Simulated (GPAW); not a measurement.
## Property calculation, with input and output: CH₃BF₂

System: CH₃BF₂.
Method: PBE/real-space grid, scalar-relativistic datasets (GPAW 26.7.0).

The geometry comes from this level: GFN2-xTB.

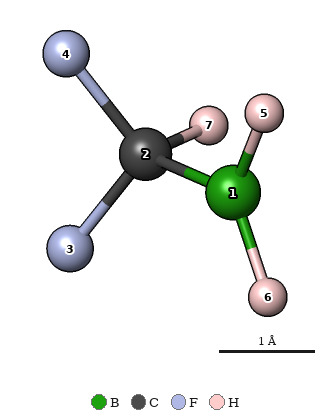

**Figure 1.** The input geometry (ball-and-stick view, seen at a tilt; atoms are numbered from 1 in the order of the input). Bond lengths as drawn: B–C 1.58 Å, B–H 1.16 Å, C–F 1.36 to 1.37 Å and C–H 1.11 Å.

## Results in brief

- outcome: converged
- energy relative to the program's reference atoms: −33.6415 eV
- largest force: 1.246 eV/Å
- HOMO: −7.43 eV
- LUMO: −3.53 eV
- dipole moment: 1.95 D
- hardware: 1 thread of Arm Neoverse V1, 24 GiB of memory available, shared host
- wall time: 17 s
- peak memory: 0.55 GiB

## The input (CH3BF2.py)
```python
import numpy as np
from ase.io.zmatrix import parse_zmatrix
from ase.units import Debye
from gpaw import GPAW

# Set up the molecule
atoms = parse_zmatrix("""
B
C 1 1.584171
F 2 1.364953 1 115.72444
F 2 1.365048 3 105.36518 1 -129.15859
H 1 1.162739 2 118.2519 3 -153.77472
H 1 1.162489 5 123.36619 2 176.34871
H 2 1.11204 3 105.81925 4 -111.83386
""")
atoms.center(vacuum=4.5)

# Calculator
calc = GPAW(mode="fd", h=0.2, xc="PBE", maxiter=100, txt="-")
atoms.calc = calc

energy = atoms.get_potential_energy()
print(f"Energy = {energy:.5f} eV")
forces = atoms.get_forces()
print("Forces (eV/Ang)")
for symbol, f in zip(atoms.symbols, forces):
    print(f'{symbol:2} {f[0]:9.4f} {f[1]:9.4f} {f[2]:9.4f}')
dipole = atoms.get_dipole_moment() / Debye
print(f"Dipole: {np.linalg.norm(dipole):.3f} D")
homo, lumo = calc.get_homo_lumo()
print(f"HOMO = {homo:.3f} eV")
print(f"LUMO = {lumo:.3f} eV")
print(f"Gap: {lumo - homo:.3f} eV")
```

Command:
```bash
python CH3BF2.py > CH3BF2.log
```

## What the program printed
```
__  _  _
 | _ |_)|_||  |
 |__||  | ||/\| - 26.7.0

units:  Angstrom and eV
cores:  1
OpenMP: False

Versions:
  Python: 3.12.14
  ASE:    3.29.0
  Numpy:  2.5.5
  Scipy:  1.18.1
  Libxc:  7.0.0

        _gpaw.cpython-312-aarch64-linux-gnu.so

Input parameters:
  mode=FD(),
  h=0.2,
  maxiter=100,
  xc=XC(name='PBE')

Diagonalizing LCAO Hamiltonian
Converting LCAO to fd mode
        .----------------------------.
       /|                            |
      / |                            |
     /  |                            |
    /   |                            |
   /    |                            |
  /     |                            |
 *      |                            |
 |      |                            |
 |      |             FF             |
 |      |      HHB   C               |
 |      |                            |
 |      |            H               |
 |      .----------------------------.
 |     /                            /
 |    /                            /
 |   /                            /
 |  /                            /
 | /                            /
 |/                            /
 *----------------------------*

Atoms  # Å, Bohr magnetons
|   | symbol |        x |        y |        z |    initial magnetic moments |
|---|--------|----------|----------|----------|-----------------------------|
| 0 |      B | 5.050849 | 5.418797 | 5.435707 | ( 0.0000,  0.0000,  0.0000) |
| 1 |      C | 6.635020 | 5.418797 | 5.435707 | ( 0.0000,  0.0000,  0.0000) |
| 2 |      F | 7.227469 | 6.648473 | 5.435707 | ( 0.0000,  0.0000,  0.0000) |
| 3 |      F | 7.226827 | 4.732181 | 6.456334 | ( 0.0000,  0.0000,  0.0000) |
| 4 |      H | 4.500468 | 4.500000 | 5.888315 | ( 0.0000,  0.0000,  0.0000) |
| 5 |      H | 4.500000 | 6.308115 | 4.928697 | ( 0.0000,  0.0000,  0.0000) |
| 6 |      H | 6.970853 | 4.920500 | 4.500000 | ( 0.0000,  0.0000,  0.0000) |

Unit cell  # Å
| periodic |         x |         y |         z |   lengths |    angles |
|----------|-----------|-----------|-----------|-----------|-----------|
|       no | 11.727469 |  0.000000 |  0.000000 | 11.727469 | 90.000000 |
|       no |  0.000000 | 11.148473 |  0.000000 | 11.148473 | 90.000000 |
|       no |  0.000000 |  0.000000 | 10.956334 | 10.956334 | 90.000000 |

Number of symmetries: 1
Symmetry operations  # r_c * U_cc + t_c -> r_c
|   | kind |            matrix            |
|---|------|------------------------------|
| 0 |  E   |  1, 0, 0,  0, 1, 0,  0, 0, 1 |

BZ-sampling:
  Number of BZ points: 1
  Number of IBZ points: 1

  Monkhorst-Pack size: [1, 1, 1]
  Monkhorst-Pack shift: [0, 0, 0]

K-points  # in reciprocal-cell coordinates
|   |                                coordinates |     weight |
|---|--------------------------------------------|------------|
| 0 | (  0.00000000,   0.00000000,   0.00000000) | 1.00000000 |

Uniform wave function grid shape: (np.int64(59), np.int64(55), np.int64(55))
Spin-components: 1 (collinear spins)
Bands:           19
Projectors:      29
Spin-degeneracy: 2
Datatype:        float64

  Storage: CPU
  Wave functions: 27_128_200 bytes (27_128_200 per core)

Parallelization:
  kpt:    1
  domain: 1
  band:   1

Density:
  Valence electrons: 24.0
  Components: 1
  Grid points: [60 56 56]
  Charge: 0.0  # |e|

Potential:
  Grid points: [60 56 56]

species:
  B:
    name:    Boron
    Z:       5.0
    valence: 3
    core:    2
    charge:  0.0  # [|e|]
    file:    B.PBE.gz
    compensation charges:
      type: gauss
      rc: 0.20  # [Å]
      lmax: 2
    cutoffs:
      filter: 1.14  # [Å]
      core: 1.38  # [Å]
    projectors
    | kind |    occ | energy [eV] | rcut [Å] |
    |------|--------|-------------|----------|
    |   2s |  2.000 |      -9.443 |    0.635 |
    |   2p |  1.000 |      -3.606 |    0.635 |
    |    s |        |      17.768 |    0.635 |
    |    p |        |      23.605 |    0.635 |
    |    d |        |       0.000 |    0.635 |

    Using partial waves for B as LCAO basis

  C:
    name:    Carbon
    Z:       6.0
    valence: 4
    core:    2
    charge:  0.0  # [|e|]
    file:    C.PBE.gz
    compensation charges:
      type: gauss
      rc: 0.20  # [Å]
      lmax: 2
    cutoffs:
      filter: 1.14  # [Å]
      core: 1.14  # [Å]
    projectors
    | kind |    occ | energy [eV] | rcut [Å] |
    |------|--------|-------------|----------|
    |   2s |  2.000 |     -13.751 |    0.635 |
    |   2p |  2.000 |      -5.284 |    0.635 |
    |    s |        |      13.461 |    0.635 |
    |    p |        |      21.927 |    0.635 |
    |    d |        |       0.000 |    0.635 |

    Using partial waves for C as LCAO basis

  F:
    name:    Fluorine
    Z:       9.0
    valence: 7
    core:    2
    charge:  0.0  # [|e|]
    file:    F.PBE.gz
    compensation charges:
      type: gauss
      rc: 0.20  # [Å]
      lmax: 2
    cutoffs:
      filter: 1.14  # [Å]
      core: 0.74  # [Å]
    projectors
    | kind |    occ | energy [eV] | rcut [Å] |
    |------|--------|-------------|----------|
    |   2s |  2.000 |     -29.898 |    0.635 |
    |   2p |  5.000 |     -11.110 |    0.635 |
    |    s |        |      -2.687 |    0.635 |
    |    p |        |      16.102 |    0.635 |
    |    d |        |       0.000 |    0.635 |

    Using partial waves for F as LCAO basis

  H:
    name:    Hydrogen
    Z:       1.0
    valence: 1
    core:    0
    charge:  0.0  # [|e|]
    file:    H.PBE.gz
    compensation charges:
      type: gauss
      rc: 0.15  # [Å]
      lmax: 2
    cutoffs:
      filter: 0.85  # [Å]
      core: 0.53  # [Å]
    projectors
    | kind |    occ | energy [eV] | rcut [Å] |
    |------|--------|-------------|----------|
    |   1s |  1.000 |      -6.494 |    0.476 |
    |    s |        |      20.717 |    0.476 |
    |    p |        |       0.000 |    0.476 |

    Using partial waves for H as LCAO basis

Reference energy: -7162.749740  # eV

eigensolver:
  PPCG
  Converge bands: occupied
  niter=2

density mixing:
  MSR1-Mixer
  Pratt-step length: 0.05
  Maximum mixing coefficient: 0.75
  Old densities: 10
  SVD Regularization: 0.005
  Good broyden scale: 1.0
  Trust region scale: 1.0
  Backstep threshold: 4.0
  History deletion threshold: 6.0
  Fourier metric: weight=20.0, sigma=0.015

occupation numbers:
  # Zero width

FastPoissonSolver using
    Stencil: 6*3+1=19 point O(h^6) finite-difference Laplacian
    FFT axes: []
    FST axes: [np.int64(1), np.int64(2), np.int64(0)]

xc functional:
  name: PBE with 2 nearest neighbor stencil
interpolation: tri-quintic # 5. degree polynomial

Initialization done in: 1.484 s

convergence criteria:
- Maximum [total energy] change in last 3 cyles: 0.0005 eV / valence electron
- Maximum integral of absolute [dens]ity change: 0.0001 electrons / valence electron
- Maximum integral of absolute [eigenst]ate change: 4e-08 eV^2 / valence electron
maximum number of iterations: 100

SCF iterations
|iter     |     time |      energy | eigst |  dens |
|---------|----------|-------------|-------|-------|
|iter:   1| 00:00:02 |  -35.837582 | +1.13 |       |
|iter:   2| 00:00:03 |  -35.640789 | -0.13 | -0.78 |
|iter:   3| 00:00:04 |  -33.673554 | +0.02 | -0.81 |
|iter:   4| 00:00:05 |  -33.635658 | -0.50 | -1.41 |
|iter:   5| 00:00:07 |  -33.639997 | -1.77 | -1.97 |
|iter:   6| 00:00:08 |  -33.641368c| -2.55 | -2.35 |
|iter:   7| 00:00:09 |  -33.641485c| -3.37 | -2.92 |
|iter:   8| 00:00:10 |  -33.641502c| -4.11 | -3.37 |
|iter:   9| 00:00:11 |  -33.641504c| -4.82 | -3.85 |
|iter:  10| 00:00:12 |  -33.641504c| -5.56 | -4.34c|
|iter:  11| 00:00:13 |  -33.641504c| -6.18 | -4.73c|
|iter:  12| 00:00:15 |  -33.641504c| -6.87 | -5.18c|
|iter:  13| 00:00:16 |  -33.641504c| -7.53c| -5.73c|

Converged in 13 steps
SCF loop duration: 14.352 s (1.104 s/step)
Energy contributions relative to reference atoms: (reference = -7162.749740)

Energy contributions:
  Kinetic:          39.827076
  Coulomb:         -41.643967
  Zero:              0.837499
  External:          0.000000
  Xc:              -32.662111
  Entropy:           0.000000
  Spinorbit:         0.000000
  ----------------------------
  Free energy:     -33.641504
  Extrapolated:    -33.641504

dipole moment: (-0.294460, -0.131230, -0.246970)  # |e|*Ang

Fermi level: -5.483
Eigenvalues  # (at kpt = [0.000, 0.000, 0.000])
| band index |      eig [eV] | occ [0-2] |
|------------|---------------|-----------|
|          0 |       -31.386 |     2.000 |
|        ... |               |           |
|          4 |       -13.344 |     2.000 |
|          5 |       -13.321 |     2.000 |
|          6 |       -11.247 |     2.000 |
|          7 |        -9.975 |     2.000 |
|          8 |        -9.698 |     2.000 |
|          9 |        -9.517 |     2.000 |
|         10 |        -8.893 |     2.000 |
|         11 |        -7.433 |     2.000 |
|         12 |        -3.532 |     0.000 |
|         13 |        -0.150 |     0.000 |
|         14 |         0.526 |     0.000 |
|         15 |         0.618 |     0.000 |
|         16 |         0.962 |     0.000 |
|         17 |         0.991 |     0.000 |
|         18 |         1.571 |     0.000 |

Gap: 3.900 eV
Transition (v -> c):
  (s=0, k=0, n=11, [0.00, 0.00, 0.00]) -> (s=0, k=0, n=12, [0.00, 0.00, 0.00])
No difference between direct/indirect transitions
vacuum-level: 0.000  # V
Energy = -33.64150 eV

Forces  # eV/Ang
|        x |        y |        z |
|----------|----------|----------|
|  0.98953 |  0.06869 |  0.21865 |  # B    0
| -0.35289 | -0.22392 | -0.43039 |  # C    1
|  0.12717 |  1.16340 | -0.42884 |  # F    2
|  0.11071 | -0.97727 |  0.74527 |  # F    3
| -0.43660 | -0.66941 |  0.26260 |  # H    4
| -0.44138 |  0.58754 | -0.39719 |  # H    5
| -0.11577 | -0.13259 | -0.23958 |  # H    6

Force computation time: 0.045  # s
Forces (eV/Ang)
B     0.9895    0.0687    0.2187
C    -0.3529   -0.2239   -0.4304
F     0.1272    1.1634   -0.4288
F     0.1107   -0.9773    0.7453
H    -0.4366   -0.6694    0.2626
H    -0.4414    0.5875   -0.3972
H    -0.1158   -0.1326   -0.2396
Dipole: 1.951 D
HOMO = -7.433 eV
LUMO = -3.532 eV
Gap: 3.900 eV
```

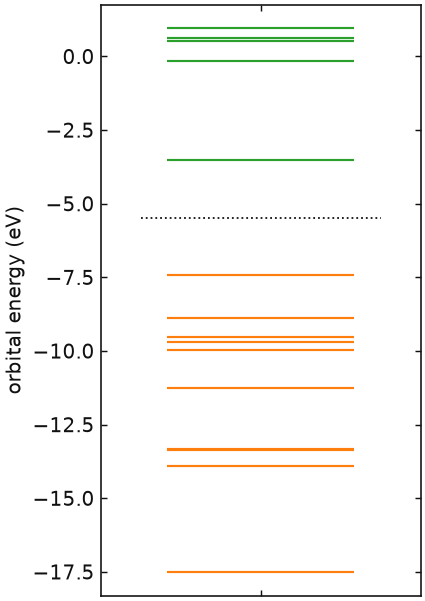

**Figure 2.** Orbital energies near the frontier; the dotted line parts filled from empty levels, and levels within 0.02 eV of each other stand side by side. Highest filled −7.43 eV, lowest empty −3.53 eV, 3.90 eV apart.
